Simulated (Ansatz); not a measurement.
# C3H10O2SSi: what the fields show

```yaml
atoms:
  - { symbol: C, position_ang: [0.3985, 0.9729, 2.7699] }
  - { symbol: C, position_ang: [0.9985, 0.5652, 1.4235] }
  - { symbol: C, position_ang: [0.1952, -0.5337, 0.7064] }
  - { symbol: O, position_ang: [2.5472, -1.5759, -0.8164] }
  - { symbol: O, position_ang: [0.9679, 0.3273, -1.8677] }
  - { symbol: S, position_ang: [-0.1300, -2.7153, -1.8135] }
  - { symbol: Si, position_ang: [0.9538, -1.0533, -0.9260] }
  - { symbol: H, position_ang: [0.9990, 1.7650, 3.2619] }
  - { symbol: H, position_ang: [-0.6343, 1.3616, 2.6485] }
  - { symbol: H, position_ang: [0.3458, 0.1099, 3.4666] }
  - { symbol: H, position_ang: [2.0436, 0.2132, 1.5657] }
  - { symbol: H, position_ang: [1.0717, 1.4506, 0.7565] }
  - { symbol: H, position_ang: [-0.8465, -0.1921, 0.5127] }
  - { symbol: H, position_ang: [0.1024, -1.4380, 1.3480] }
  - { symbol: H, position_ang: [2.6605, -2.4857, -0.4911] }
  - { symbol: H, position_ang: [1.3685, 0.2094, -2.7472] }
  - { symbol: H, position_ang: [-1.3475, -2.2158, -1.4611] }
```

Geometry: PBE-D3(BJ)/def2-SVP.

The calculation used isolated molecule in a Gaussian basis; Kohn-Sham density functional theory, functional PBE0 in Ansatz.

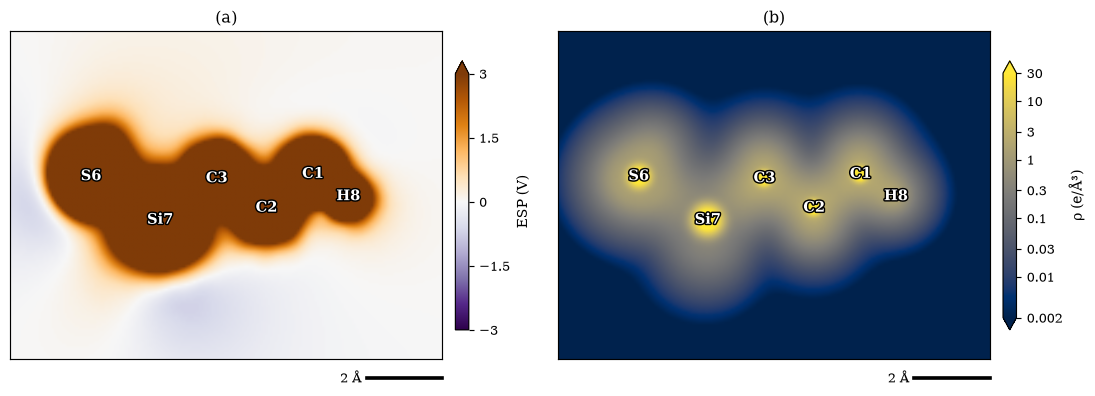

Figure 1. (a) molecular electrostatic potential; (b) total electron density on the plane of atoms C2, C1 and H8.

> Interpret the plot.

The plane passes through C, S, Si and H nuclei.
C–C (1.53 Å): ρ is about 1.6 e/Å³ halfway.
C–Si (1.87 Å): the density is about 1 e/Å³ at the midpoint.
Si–S (2.17 Å): the density is about 0.79 e/Å³ at the midpoint.
C–H (1.11 Å): ρ is about 1.9 e/Å³ halfway.
Outside the dense part of the molecule the potential is most negative (−0.7 V) near O4, which lies off the plane.

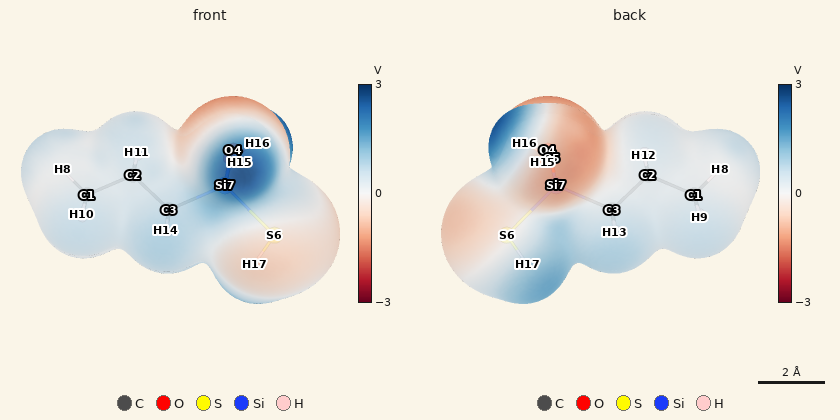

Figure 2. The molecular electrostatic potential painted on the density surface at 0.002 e/bohr³, seen from the front and from behind; red is negative and blue positive.

> Which sites attract a positive test charge, and which a negative one?

A positive charge is drawn to the negative regions and a negative charge to the positive ones. The most negative region (about −1.3 V, or −30 kcal/mol for a unit charge) lies over O4 and O5, the most positive (about +2.5 V, or +58 kcal/mol for a unit charge) over H15 and H16.

> What dipole moment does the calculation give?

Its dipole moment is 1.06 D.

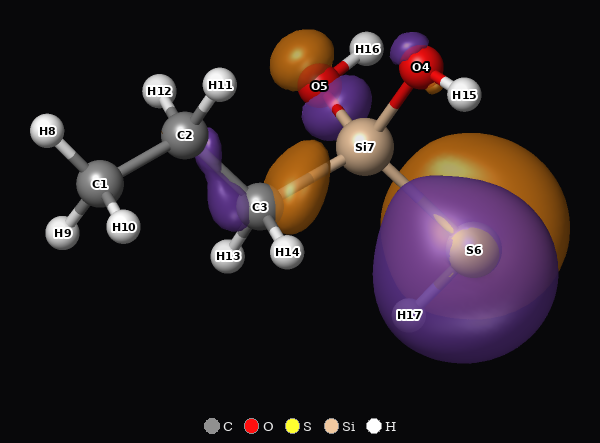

Figure 3. The HOMO at ±0.1 Å⁻³ᐟ² (orange and purple are the two phases), seen at a tilt.

> Describe this orbital and give its energy.

By Hirshfeld shares it lies mainly on S6 (about 80 %); largely a lone pair of S6. Its energy is −7.56 eV.
